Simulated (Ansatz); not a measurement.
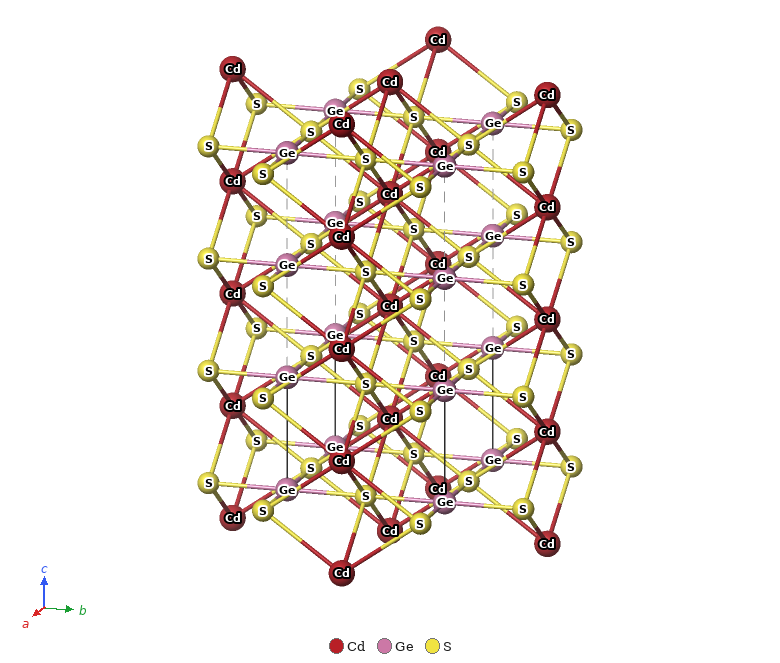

The compound is CdGeS₂ (space group P4/mmm, No. 123), taken as the input geometry of an electronic-structure calculation (not necessarily at equilibrium); the starting structure was generated, so it need not be a known form of this composition.

Bonds are taken as Cd–S below 3.4 Å and Ge–S below 2.7 Å; no other contact counts. The graph is simplified in the usual way: terminal and isolated atoms are pruned, two-connected atoms become edges.

> What kind of net remains, and which atoms are its nodes?

A trinodal (4,6,8)-connected, three-periodic net: Ge is a 4-connected node; S is a 6-connected node; Cd is an 8-connected node, in the ratio 1:2:1.

> Is the net interpenetrated?

It is a single net, without interpenetration.

> Give the first eight terms of the coordination sequence (nodes one, two, three … edges away).

Ge: 4, 12, 36, 66, 124, 174, 260, 330; S: 6, 22, 46, 94, 138, 214, 278, 382; Cd: 8, 22, 56, 90, 152, 206, 296, 370.
